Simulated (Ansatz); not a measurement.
**How the geometry moves the gap of SnO2 (Cassiterite)**

Wanted: the change of the gap of SnO2 (Cassiterite) on relaxing cell and ions.

Main program and level: Ansatz 0.2.0; PBE, HSE06 and G0W0, plane waves, PAW.

**Experimental background.**

- Gap 3.6 eV: experimental gap quoted from earlier work; bulk crystal (quoted in “Study on the Photocatalytic Properties of Flower-Shaped SnO2”, 2022, pmc:9565917).

### 1. The starting structure

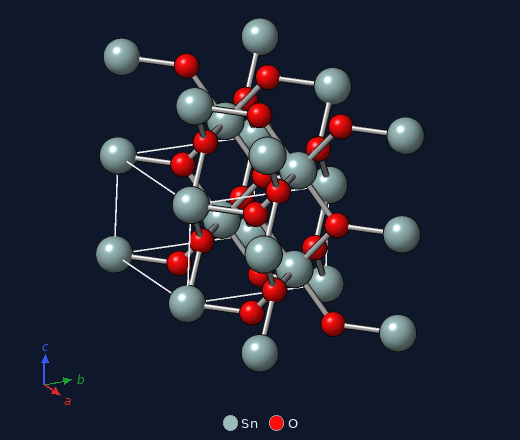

Start, viewed slightly off an axis; tin teal, oxygen red. 2×1×2 cells are drawn. Some periodic images of atoms are drawn too.

The cell and positions come from the Crystallography Open Database and are kept as given unless a step says otherwise. The default PAW set here is soft_2. Its files were made with PBE.

### 2. PBE bands at the given cell

The cheap functional maps the bands first; the places of the edges decide which points the dearer methods must see.

This step: DFT, PBE, plane waves, PAW.

The input, input.yaml:

```yaml
crystal:
  lattice:
    - [4.738, 0.0, 0.0]
    - [0.0, 4.738, 0.0]
    - [0.0, 0.0, 3.1865]
  atoms:
    - { symbol: Sn, position: [0.0, 0.0, 0.0] }
    - { symbol: Sn, position: [0.5, 0.5, 0.5] }
    - { symbol: O, position: [0.3071, 0.3071, 0.0] }
    - { symbol: O, position: [0.1929, 0.8071, 0.5] }
    - { symbol: O, position: [0.6929, 0.6929, 0.0] }
    - { symbol: O, position: [0.8071, 0.1929, 0.5] }
kpoints:
  mp_grid: { grid: [6, 6, 8] }
  band_path:
    path:
      - [[0.0, 0.0, 0.0], [0.0, 0.5, 0.0], [0.5, 0.5, 0.0], [0.0, 0.0, 0.0], [0.0, 0.0, 0.5], [0.0, 0.5, 0.5], [0.5, 0.5, 0.5], [0.0, 0.0, 0.5]]
      - [[0.0, 0.5, 0.0], [0.0, 0.5, 0.5]]
      - [[0.5, 0.5, 0.0], [0.5, 0.5, 0.5]]
    npoints: 10
hamiltonian:
  xc: pbe
scf:
  occupations: { method: fermi_dirac, width: 0.02 }
  n_extra_bands: 6
output:
  eigenvalues: true
  forces: true
  stress: true
  write_density: true
  write_potential: true
  elf: true
  volumetric_format: npy
```

On the command line:

```sh
$ ansatz run input.yaml --threads 3 --pin off --max-ram 92160MiB --backend cuda --events-out ev --progress --plain --runs-dir out --devices 1 --max-vram 13GiB
```

Numbers of over 12 decimals in the logs are rounded to 6 here.

Output:

```text
scf.n_extra_bands = 6 over 26 filled bands (N_el = 52.0): the run solves 32 bands
GPUs: using 1 of 1 available (devices: 1).
Engine: ansatz 0.2.0, x86_64-unknown-linux-gnu
Pseudopotentials: kind: paw
Pseudopotential: Sn, paw, valence charge 14, recommended cutoff 420 eV (normal), Sn.paw.azcp
Pseudopotential: O, paw, valence charge 6, recommended cutoff 420 eV (normal), O.paw.azcp
Functional definition: PBE
  parameter kappa = 0.804
  parameter beta = 0.066725
  exchange = pbe_x(kappa = kappa, mu = beta*pi^2/3)
  correlation = pbe_c(beta = beta)
device memory: the entry about to start is reckoned to put 2.2 GiB on a device that reports 27.0 GiB free (of which the cap on the GPU budget leaves the run 13.0 GiB)
GPU FFT provider: cuFFT
GPU libraries: cuBLAS 13.8.2, cuFFT 12.4.0, cuSOLVER 12.3.4
Crystal: 6 atoms, lattice volume = 71.533 Å³
Basis set: ecut = 420 eV, 1411 PW (Γ), exchange–correlation on 64×64×48 points (8 copies of the dense FFT grid, shifted against one another)
Bands: 32, of which v1, the nominal top of the filled ones, is band 26 counted from 1 (25 counted from 0)
Symmetry: 16 space group operations
Space group: P42/mnm (ITA 136), of the structure as read, at distance tolerance 4.2e-5 Å
k-points: 50 of 288
Non-local potential: Sn, projectors of the file, l = 0: 2, l = 1: 2, l = 2: 2, l = 3: 2
Non-local potential: O, projectors of the file, l = 0: 2, l = 1: 2, l = 2: 1
PAW form: soft (Blöchl's): semilocal exchange-correlation on the pseudo side does not see the compensation charge
PAW one-centre angular grid: Sn, 590 points (default); XC on 64 Gauss nodes
PAW one-centre angular grid: O, 110 points (default); XC on 64 Gauss nodes
Initial density: superposition of atomic densities (neutral atoms: chi_scale 0, normalization atom), corrected by the library's trained network
Initial wavefunctions: pseudopotential atomic-orbital guess
GPU buffer pool allocated for 24576 grid points (all kernels)
GPU transforms: local potential and band sums: pruned to the plane-wave sphere, on 32×32×24
Functional: x = pbe(κ = 0.804, μ = 0.219515), c = pbe(β = 0.066725)
SCF iter   1: F=—  HF=-14317.837964 eV  |F-HF|=—  |Δ(HF+E_count)|=         —  Δρ=1.08e-3  dr2=2.60e-4  ethr=1.77e-3  ⟨swp⟩=6.8  Hψ=7258  notcnv=0
preconditioner: auto → Resta (q_TF=auto, 2.587 Å⁻¹)  ε∞=3.6  [insulator: Δε(μ)=1.283 eV  Ē_g=19.758 eV  σ=0.020 eV  W_gap=1.00  n_scr=18 (ndim 8)  ℏωp=31.7 eV  f_vac=0.027  D(μ)=0.00/eV (n_scr^D=0)  ε∞_Penn≈3.6]
SCF iter   2: F=—  HF=-14317.839033 eV  |F-HF|=—  |Δ(HF+E_count)|=   1.07e-3  Δρ=5.91e-4  dr2=7.77e-5  ethr=5.00e-7  ⟨swp⟩=3.0  Hψ=3748  notcnv=0  defer=44
SCF iter   3: F=—  HF=-14317.839507 eV  |F-HF|=—  |Δ(HF+E_count)|=   4.74e-4  Δρ=1.99e-4  dr2=1.95e-5  ethr=1.49e-7  ⟨swp⟩=2.8  Hψ=2770  notcnv=0  defer=44
SCF iter   4: F=—  HF=-14317.839522 eV  |F-HF|=—  |Δ(HF+E_count)|=   1.55e-5  Δρ=4.42e-5  dr2=7.62e-7  ethr=3.75e-8  ⟨swp⟩=2.0  Hψ=2128  notcnv=0  defer=44
iter 5 did not close the SCF: its close was put off for the readings that it lacked (scf_convergence_deferred on its scf_iter line)
SCF iter   5: F=-14317.839524 eV  HF=-14317.839523 eV  |F-HF|=1.92e-7  |Δ(HF+E_count)|=   1.01e-6  Δρ=1.49e-5  dr2=9.57e-8  ethr=1.46e-9  ⟨swp⟩=2.0  Hψ=2625  notcnv=0  defer=44
SCF iter   6: F=-14317.839524 eV  HF=-14317.839524 eV  |F-HF|=1.17e-8  |Δ(HF+E_count)|=   2.15e-7  Δρ=4.00e-6  dr2=6.25e-9  ethr=1.84e-10  ⟨swp⟩=10.5  Hψ=11286  notcnv=0
SCF 1 converged in 6 iterations: F = -14317.839524 eV  dr2 = 6.25e-9
[...]
device memory: the entry about to start is reckoned to put 2.8 GiB on a device that reports 26.6 GiB free (of which the cap on the GPU budget leaves the run 13.0 GiB)
NSCF: frozen V_eff on 93 k-points, pencils in batches of 32, up to order 144
SCF converged after 6 iterations
Free energy (F): -14317.839524 eV
Harris-Foulkes:  -14317.839524 eV  (|F-HF|=1.17e-8)
Internal energy: -14317.839524 eV  (E = F + TS)
E sigma→0 (E₀):  -14317.839524 eV
Fermi energy:    10.167741 eV
--- Per-component energies (eV) ---
  E_band       = -114.469769
  E_kinetic    = 1085.322191
  E_local      = -2860.960733  (includes V_loc(G=0)·N_el)
  E_nonlocal   = 134.899745
  E_hartree    = 1491.154566
  E_xc         = -1054.969018
  E_vxc        = -564.083551  (∫ρ·V_xc dr)
  E_paw        = -8930.444512  (= ΣΔE_a)
  E_vpaw       = -891.967489  (= ΣTr[D̂ρ^β])
  E_aug_tail   = 0.010016  (compensation charges beyond the density's cutoff)
  E_ewald      = -4182.851779
  E_smearing   = -0.000000  (= −TS)
  E_closure    = -0.000000  (closes the sum)
  Σ components = -14317.839524   (vs F -14317.839524, Δ=0.00e0)
--- Forces (eV/Å), atoms counted from 1 ---
  atom   1  Sn    -0.00000000    -0.00000000    -0.00000000
  atom   2  Sn     0.00000000    -0.00000000     0.00000000
  atom   3  O     -0.19464805    -0.19464805     0.00000000
  atom   4  O      0.19464805    -0.19464805    -0.00000000
  atom   5  O      0.19464805     0.19464805    -0.00000000
  atom   6  O     -0.19464805     0.19464805     0.00000000
  max |Σ_I F_I| component: 2.78e-17 eV/Å
--- Stress (GPa, compression-positive) ---
       10.098216       0.000000       0.000000
        0.000000      10.098216       0.000000
        0.000000       0.000000      13.046926
  P = ⅓ Tr σ = 11.0811 GPa (110.811 kbar)
--- Band table (eV; the first three rows and the last of 50) ---
  k-point 0: bands = [... 22 lower, 8.3043, 8.7527, 8.7527, 9.5266, 10.8087, 15.6950, 15.8965, 15.8965, ... 2 higher]
  k-point 1: bands = [... 22 lower, 7.7253, 8.7887, 8.7887, 9.3960, 11.7694, 16.0127, 16.5476, 16.5476, ... 2 higher]
  k-point 2: bands = [... 22 lower, 7.0099, 8.6885, 8.6885, 9.0265, 13.3846, 16.4831, 17.9792, 17.9792, ... 2 higher]
  k-point 49: bands = [... 22 lower, 8.5576, 8.5576, 8.6922, 8.6922, 14.4668, 14.4668, 18.4241, 18.4241, ... 2 higher]
```

Run time: 8.1 s. Hardware: 1 × NVIDIA H100 80GB HBM3 (shared by 6 runs) with 3 threads of AMD EPYC 7R13 (Zen 3), shared host; peak memory 0.94 GiB; 5 s of CPU time.

Numbers from this step:

| Property | Result |
| --- | --- |
| pressure | 11.08 GPa |
| filled bands | 26 |
| gap | 1.282 eV |
| valence top at | Γ |
| conduction bottom at | Γ |
| least direct gap | 1.282 eV |

The gap is direct, at Γ. The pressure of 11 GPa says that this functional would expand the cell; it is kept.

### 3. Relaxing cell and ions

A relaxation at this level of theory: leftover forces would pass straight into the levels.

input.yaml, the sections that differ from step 2:

```yaml
kpoints:
  mp_grid: { grid: [4, 4, 6] }
scf:
  occupations: { method: fermi_dirac, width: 0.02 }
relax:
  f_tol: 0.01
  max_steps: 60
  cell: {}
# crystal, hamiltonian: as in step 2
# output: removed
```

Output:

```text
GPUs: using 1 of 1 available (devices: 1).
[...]
GPU FFT provider: cuFFT
GPU libraries: cuBLAS 13.8.2, cuFFT 12.4.0, cuSOLVER 12.3.4
Crystal: 6 atoms, lattice volume = 71.533 Å³
Basis set: ecut = 420 eV, 1411 PW (Γ), exchange–correlation on 64×64×48 points (8 copies of the dense FFT grid, shifted against one another)
Bands: 32, of which v1, the nominal top of the filled ones, is band 26 counted from 1 (25 counted from 0)
Symmetry: 16 space group operations
[...]
k-points: 24 of 96
[...]
GPU buffer pool allocated for 24576 grid points (all kernels)
[...]
SCF iter   1: F=—  HF=-14317.836750 eV  |F-HF|=—  |Δ(HF+E_count)|=         —  Δρ=1.07e-3  dr2=2.45e-4  ethr=1.77e-3  ⟨swp⟩=7.1  Hψ=3487  notcnv=0
[...]
SCF iter   6: F=-14317.838193 eV  HF=-14317.838193 eV  |F-HF|=1.42e-8  |Δ(HF+E_count)|=   2.29e-7  Δρ=4.04e-6  dr2=5.76e-9  ethr=1.92e-10  ⟨swp⟩=4.9  Hψ=2587  notcnv=0
SCF 1 converged in 6 iterations: F = -14317.838193 eV  dr2 = 5.76e-9
[...]
relax step   1: F+E_penalty+E_count = -14317.83819313 eV  Δ(F+E_penalty+E_count) = +0.000e0 eV  max|allowed force component| = 1.943e-1 eV/Å  Δτ_max = 0.0000 Å  P = +11.067 GPa  Ω = 71.533 Å³  (6 SCF iters, dr2 threshold 1.00e-7 eV, accepted)
[...]
relax step   2: F+E_penalty+E_count = -14317.94259127 eV  Δ(F+E_penalty+E_count) = -1.044e-1 eV  max|allowed force component| = 2.203e-2 eV/Å  Δτ_max = 0.0061 Å  P = +0.363 GPa  Ω = 75.125 Å³  energy of the carried Pulay correction = -1.861e-2 eV  (6 SCF iters, dr2 threshold 6.00e-7 eV, accepted)
[...]
relax step   4: F+E_penalty+E_count = -14317.94275684 eV  Δ(F+E_penalty+E_count) = -4.831e-4 eV  max|allowed force component| = 1.199e-3 eV/Å  Δτ_max = 0.0026 Å  P = +0.005 GPa  Ω = 75.234 Å³  energy of the carried Pulay correction = -1.916e-2 eV  (4 SCF iters, dr2 threshold 3.07e-7 eV, accepted)
[...]
relax step   6: F+E_penalty+E_count = -14317.96644249 eV  Δ(F+E_penalty+E_count) = +7.545e-4 eV  max|allowed force component| = 1.400e-4 eV/Å  Δτ_max = 0.0005 Å  P = +0.006 GPa  Ω = 75.445 Å³  energy of the carried Pulay correction = -1.086e-3 eV  (4 SCF iters, dr2 threshold 6.00e-7 eV, accepted)
[...]
relax step   7: F+E_penalty+E_count = -14317.96742968 eV  Δ(F+E_penalty+E_count) = -9.872e-4 eV  max|allowed force component| = 2.983e-4 eV/Å  Δτ_max = 0.0000 Å  P = +0.016 GPa  Ω = 75.445 Å³  stress off target by 2.31e-2 GPa  SCF on the basis re-selected at this cell (its energy is not comparable with the rows above)  (5 SCF iters)
[...]
SCF converged after 5 iterations
Free energy (F): -14317.967430 eV
[...]
Internal energy: -14317.967430 eV  (E = F + TS)
E sigma→0 (E₀):  -14317.967430 eV
Fermi energy:    9.087078 eV
[...]
--- Forces (eV/Å), atoms counted from 1 ---
  atom   1  Sn    -0.00000000     0.00000000     0.00000000
  atom   2  Sn    -0.00000000    -0.00000000     0.00000000
  atom   3  O      0.00029833     0.00029833     0.00000000
  atom   4  O     -0.00029833     0.00029833    -0.00000000
  atom   5  O     -0.00029833    -0.00029833    -0.00000000
  atom   6  O      0.00029833    -0.00029833     0.00000000
  max |Σ_I F_I| component: 1.73e-18 eV/Å
--- Stress (GPa, compression-positive) ---
        0.023069       0.000000       0.000000
        0.000000       0.023069      -0.000000
        0.000000      -0.000000       0.003258
  P = ⅓ Tr σ = 0.0165 GPa (0.165 kbar)
--- Band table (eV; the first three rows and the last of 24) ---
  k-point 0: bands = [... 22 lower, 7.4964, 8.0098, 8.0098, 8.7460, 9.4281, 14.4518, 14.8256, 14.8256, ... 2 higher]
  k-point 1: bands = [... 22 lower, 6.6442, 8.0186, 8.0186, 8.5388, 10.9689, 14.8852, 15.8638, 15.8638, ... 2 higher]
  k-point 2: bands = [... 22 lower, 6.5118, 7.8014, 7.8014, 7.9742, 12.9665, 15.0933, 17.2754, 17.7788, ... 2 higher]
  k-point 23: bands = [... 22 lower, 7.8314, 7.8314, 7.9681, 7.9681, 13.1115, 13.1115, 17.3731, 17.3731, ... 2 higher]
--- Relaxed structure (5 steps of the walk, 5 accepted, 2 SCFs on fresh bases) ---
  F+E_penalty+E_count = -14317.96742968 eV   max|allowed force component| = 2.983e-4 eV/Å   (the final SCF, on the basis selected at the relaxed cell)
  cell:  # Å, volume = 75.4446 Å³
    - [4.826969, 0, 0]
    - [0, 4.826969, 0]
    - [0, 0, 3.238015]
  atoms:
    - { symbol: Sn, position: [0, 0, 0] }
    - { symbol: Sn, position: [0.500000, 0.500000, 0.500000] }
    - { symbol: O, position: [0.306576, 0.306576, 0] }
    - { symbol: O, position: [0.193424, 0.806576, 0.500000] }
    - { symbol: O, position: [0.693424, 0.693424, 0] }
    - { symbol: O, position: [0.806576, 0.193424, 0.500000] }
```

The job ended after 14 s (1 × NVIDIA H100 80GB HBM3 (shared by 6 runs) with 3 threads; peak memory 0.98 GiB; 7 s of CPU time).

Relaxation path:

```
step  energy less that of the first step (eV)  largest force component (eV/Å)  pressure (GPa)  volume (Å³)
   1                                   0.0000                          0.1943           11.07        71.53
   2                                  -0.1044                          0.0220            0.36        75.12
   3                                  -0.1041                          0.0323           -0.04        75.25
   4                                  -0.1046                          0.0012            0.01        75.23
  5*                                  -0.1290                          0.0018            0.47        75.23
   6                                  -0.1282                          0.0001            0.01        75.44
  7*                                  -0.1292                          0.0003            0.02        75.44
```

Relaxation steps marked * repeat the geometry before them on a plane-wave basis chosen anew for their cell, so energy and pressure can jump there.

The run keeps the 16 symmetry operations that it works with, so distortions that break them were not tested.

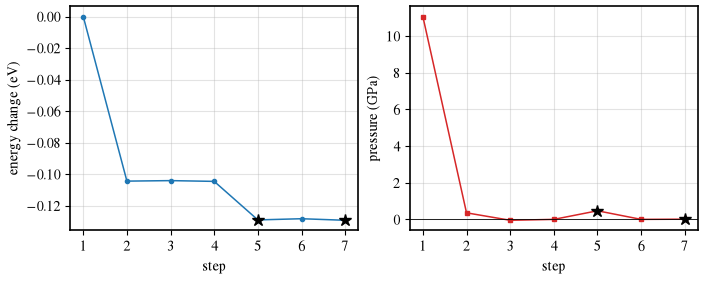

Energy and pressure along the relaxation. Stars mark steps on a basis chosen anew.

```
conventional cell, symmetrised  before  after  change
                         a (Å)   4.738  4.827  +1.9 %
                         b (Å)   4.738  4.827  +1.9 %
                         c (Å)   3.187  3.238  +1.6 %
              volume (Å³/atom)   11.92  12.57  +5.5 %
```

### 4. PBE at the relaxed cell

The input, input.yaml:

```yaml
crystal:
  lattice:
    - [4.8269693016, 0.0, 0.0]
    - [0.0, 4.8269693016, 0.0]
    - [0.0, 0.0, 3.2380154155]
  atoms:
    - { symbol: Sn, position: [0.0, 0.0, 0.0] }
    - { symbol: Sn, position: [0.5, 0.5, 0.5] }
    - { symbol: O, position: [0.3065764864, 0.3065764864, 0.0] }
    - { symbol: O, position: [0.1934235136, 0.8065764864, 0.5] }
    - { symbol: O, position: [0.6934235136, 0.6934235136, 0.0] }
    - { symbol: O, position: [0.8065764864, 0.1934235136, 0.5] }
kpoints:
  mp_grid: { grid: [6, 6, 8] }
  band_path:
    path:
      - [[0.0, 0.0, 0.0], [0.0, 0.5, 0.0], [0.5, 0.5, 0.0], [0.0, 0.0, 0.0], [0.0, 0.0, 0.5], [0.0, 0.5, 0.5], [0.5, 0.5, 0.5], [0.0, 0.0, 0.5]]
      - [[0.0, 0.5, 0.0], [0.0, 0.5, 0.5]]
      - [[0.5, 0.5, 0.0], [0.5, 0.5, 0.5]]
    npoints: 10
hamiltonian:
  xc: pbe
scf:
  occupations: { method: fermi_dirac, width: 0.02 }
  n_extra_bands: 6
output:
  eigenvalues: true
  forces: true
  stress: true
```

Output:

```text
[...]
GPUs: using 1 of 1 available (devices: 1).
[...]
GPU FFT provider: cuFFT
GPU libraries: cuBLAS 13.8.2, cuFFT 12.4.0, cuSOLVER 12.3.4
Crystal: 6 atoms, lattice volume = 75.445 Å³
Basis set: ecut = 420 eV, 1495 PW (Γ), exchange–correlation on 72×72×48 points (8 copies of the dense FFT grid, shifted against one another)
[...]
k-point 0: bands = [... 22 lower, 7.4958, 8.0091, 8.0091, 8.7452, 9.4281, 14.4517, 14.8255, 14.8255, ... 2 higher]
  k-point 1: bands = [... 22 lower, 6.9613, 8.0326, 8.0326, 8.6273, 10.4400, 14.7286, 15.4482, 15.4482, ... 2 higher]
  k-point 2: bands = [... 22 lower, 6.2291, 7.9379, 7.9379, 8.2920, 12.0238, 15.1143, 16.8237, 16.8237, ... 2 higher]
  k-point 49: bands = [... 22 lower, 7.8308, 7.8308, 7.9673, 7.9673, 13.1114, 13.1114, 17.3729, 17.3729, ... 2 higher]
[key lines of the parts left out:]
SCF converged after 6 iterations
Free energy (F): -14317.969227 eV
Fermi energy:    9.086792 eV
P = ⅓ Tr σ = 0.0435 GPa (0.435 kbar)
```

Run time: 9.6 s. Hardware: 1 × NVIDIA H100 80GB HBM3 (shared by 6 runs) with 3 threads; peak memory 0.94 GiB.

This step gave:

| Item | Value |
| --- | --- |
| pressure | 0.04351 GPa |
| gap | 0.6829 eV |
| valence top at | Γ |
| conduction bottom at | Γ |
| least direct gap | 0.6829 eV |

The gap is direct, at Γ.

### 5. HSE06 at the relaxed cell

HSE06 mixes in a quarter of exact exchange at short range. Exchange couples all pairs of k points, which makes a full band path dear, so levels are read on the mesh and at chosen points.

This step: DFT, HSE06, plane waves, PAW.

The input, input.yaml:

```yaml
crystal:
  lattice:
    - [4.8269693016, 0.0, 0.0]
    - [0.0, 4.8269693016, 0.0]
    - [0.0, 0.0, 3.2380154155]
  atoms:
    - { symbol: Sn, position: [0.0, 0.0, 0.0] }
    - { symbol: Sn, position: [0.5, 0.5, 0.5] }
    - { symbol: O, position: [0.3065764864, 0.3065764864, 0.0] }
    - { symbol: O, position: [0.1934235136, 0.8065764864, 0.5] }
    - { symbol: O, position: [0.6934235136, 0.6934235136, 0.0] }
    - { symbol: O, position: [0.8065764864, 0.1934235136, 0.5] }
kpoints:
  mp_grid: { grid: [4, 4, 4] }
  band_path:
    path:
      - [0.0, 0.0, 0.0]
      - [0.0, 0.5, 0.0]
      - [0.5, 0.5, 0.0]
      - [0.0, 0.0, 0.5]
      - [0.0, 0.5, 0.5]
      - [0.5, 0.5, 0.5]
    npoints: 1
hamiltonian:
  xc: hse06
scf:
  occupations: { method: fixed }
  n_extra_bands: 6
output:
  eigenvalues: true
  write_density: true
  write_potential: true
  elf: true
  volumetric_format: npy
```

Output:

```text
[...]
GPUs: using 1 of 1 available (devices: 1).
[...]
davidson cushion auto → on  (no smearing: the cushion is to keep the highest requested band from converging to the state above it; pin scf.eigensolver.cushion to override)
[...]
GPU FFT provider: cuFFT
GPU libraries: cuBLAS 13.8.2, cuFFT 12.4.0, cuSOLVER 12.3.4
Crystal: 6 atoms, lattice volume = 75.445 Å³
Basis set: ecut = 420 eV, 1495 PW (Γ)
[...]
Fermi energy:    7.413889 eV
[...]
--- Band table (eV; the first three rows and the last of 18) ---
  k-point 0: bands = [... 22 lower, 6.3847, 6.7485, 6.7485, 7.4139, 9.7931, 15.1398, 15.3457, 15.3457, ... 2 higher]
  k-point 1: bands = [... 22 lower, 5.0595, 6.6513, 6.6513, 6.9279, 12.4901, 15.9547, 17.5055, 17.5055, ... 2 higher]
  k-point 2: bands = [... 22 lower, 5.7879, 5.7879, 6.1454, 6.1454, 15.1132, 15.1132, 18.8434, 18.8434, ... 2 higher]
  k-point 17: bands = [... 22 lower, 6.5077, 6.5077, 6.5666, 6.5666, 13.7039, 13.7039, 17.9812, 17.9812, ... 2 higher]
[key lines of the parts left out:]
Free energy (F): -14325.436362 eV
```

Elapsed: 29 s, on 1 × NVIDIA H100 80GB HBM3 (shared by 6 runs) with 3 threads; peak memory 1.3 GiB.

This step gave:

```yaml
gap: 2.379 eV
valence_top_at: Γ
conduction_bottom_at: Γ
least_direct_gap: 2.379 eV
```

The gap stands +1.70 eV against PBE.

[end of part 1 of 2]

[Paths, hosts, dates, memory and timing lines, banners, echoed tables and standing remarks are left out of the program output.]

[Logs are printed without paths, hosts, clocks, repeated set-up lines and the standing remarks that a program may print on its own settings, such as how far it seeks lower states.]

[Runs of the session that timed out or met a known fault of the program may be left out.]

[Cells called generated may have been cut or substituted from an entry of the Crystallography Open Database or the Materials Project.]

[Hosts, paths, dates, database ids (printed as entryN), source tags and the programs' standing remarks are cut or masked in the printed files.]
